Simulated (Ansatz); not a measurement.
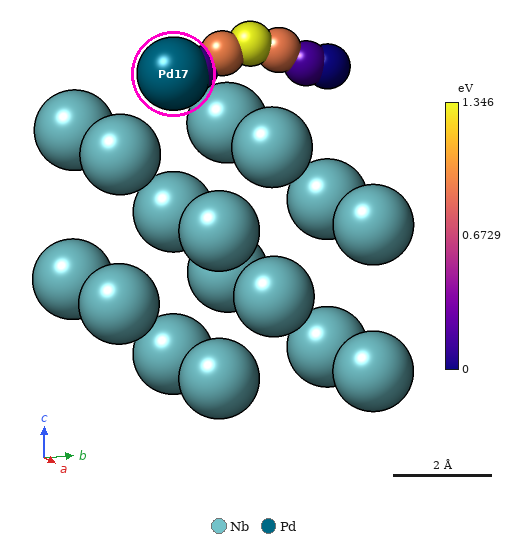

A search for the minimum-energy path of Pd on Nb(100) (17 atoms in the cell) by the nudged elastic band. Images are numbered from 0 (start) to 6 (end). The start is drawn whole; smaller spheres mark the moving atoms (Pd) in the later images, joined by lines and coloured by the energy of the image relative to the start. A spheres-only model of the simulation cell, with the vacuum cut short (origin moved), seen slightly off an axis. The moving atom is ringed, with any periodic copies.

These are results of Ansatz, DFT LDA, scalar-relativistic, plane waves, PAW, not measurements.

Input file:
```yaml
crystal:
  lattice:
    - [6.6, 0.0, 0.0]
    - [0.0, 6.6, 0.0]
    - [0.0, 0.0, 16.95]
  atoms:
    - { symbol: Nb, position: [0.25, 0.25, 0.0589971] }
    - { symbol: Nb, position: [0.75, 0.25, 0.0589971] }
    - { symbol: Nb, position: [0.25, 0.75, 0.0589971] }
    - { symbol: Nb, position: [0.75, 0.75, 0.0589971] }
    - { symbol: Nb, position: [0.00106064, 0.00174261, 0.14015662] }
    - { symbol: Nb, position: [0.49814987, 0.00180398, 0.14014337] }
    - { symbol: Nb, position: [0.00100639, 0.49894954, 0.14015062] }
    - { symbol: Nb, position: [0.49820578, 0.49888875, 0.14015606] }
    - { symbol: Nb, position: [0.24915531, 0.25074716, 0.23879003] }
    - { symbol: Nb, position: [0.74948066, 0.25038941, 0.24006295] }
    - { symbol: Nb, position: [0.24954433, 0.75044728, 0.24006467] }
    - { symbol: Nb, position: [0.74879199, 0.75107138, 0.23349211] }
    - { symbol: Nb, position: [-0.00345578, -0.00301166, 0.32315668] }
    - { symbol: Nb, position: [0.50096112, -0.00100925, 0.32340504] }
    - { symbol: Nb, position: [-0.00489013, 0.5048269, 0.32297775] }
    - { symbol: Nb, position: [0.50279574, 0.50321441, 0.32317726] }
    - { symbol: Pd, position: [0.74814127, 0.75165343, 0.40287861] }
basis:
  ecutwfc: 420.0
kpoints:
  mp_grid: { grid: [3, 3, 1] }
hamiltonian:
  xc: lda
scf:
  occupations: { method: gaussian, width: 0.05 }
  lower_state_search: "off"
neb:
  images: 5
  f_tol: 0.05
  initial_path: idpp
  max_iterations: 80
  spring: 1.0
  constraints: [{ sites: [0, 1, 2, 3] }]
  final_atoms:
    - { symbol: Nb, position: [0.25, 0.25, 0.0589971] }
    - { symbol: Nb, position: [0.75, 0.25, 0.0589971] }
    - { symbol: Nb, position: [0.25, 0.75, 0.0589971] }
    - { symbol: Nb, position: [0.75, 0.75, 0.0589971] }
    - { symbol: Nb, position: [0.00100639, -0.00105046, 0.14015062] }
    - { symbol: Nb, position: [0.49820578, -0.00111125, 0.14015606] }
    - { symbol: Nb, position: [0.00106064, 0.50174261, 0.14015662] }
    - { symbol: Nb, position: [0.49814987, 0.50180398, 0.14014337] }
    - { symbol: Nb, position: [0.24954433, 0.25044728, 0.24006467] }
    - { symbol: Nb, position: [0.74879199, 0.25107138, 0.23349211] }
    - { symbol: Nb, position: [0.24915531, 0.75074716, 0.23879003] }
    - { symbol: Nb, position: [0.74948066, 0.75038941, 0.24006295] }
    - { symbol: Nb, position: [-0.00489013, 0.0048269, 0.32297775] }
    - { symbol: Nb, position: [0.50279574, 0.00321441, 0.32317726] }
    - { symbol: Nb, position: [-0.00345578, 0.49698834, 0.32315668] }
    - { symbol: Nb, position: [0.50096112, 0.49899075, 0.32340504] }
    - { symbol: Pd, position: [0.74814127, 1.25165343, 0.40287861] }
  order_check: true
```

Command:
```bash
ansatz run input.yaml --threads 4 --pin off --max-ram 10240MiB --backend cpu --events-out ev --progress --plain --runs-dir out
```

Question: Describe the path and its energy.

Answer: The adsorbate starts on a bridge site and hops by a lattice vector of the surface; other mechanisms, such as exchange with a surface atom, weren't searched. The Pd atom travels furthest, 3.30 Å from end to end, on a path that bends up to 0.55 Å away from the straight line. At the highest image its nearest neighbour (Nb) is 2.49 Å away, against 2.67 Å at the start, and the surrounding atoms stand up to 0.27 Å off the mean of their end positions. The two ends have the same energy, and the highest point, image 3, lies 1.35 eV above the start. The band converged in 15 iterations. The largest component of the band force went from 0.67 to 0.04 eV/Å. The climbing image converged on the top of the path. A check of its curvatures found one unstable direction (−2 eV/Å²), as a transition state must have.

Limits of the set-up: the periodic images lie only 6.6 Å apart, so the values are limited by the cell's size.

Cost: 17 min on 4 threads of AMD EPYC 9R45 (Zen 5), on a shared host, peak memory 4.5 GiB.
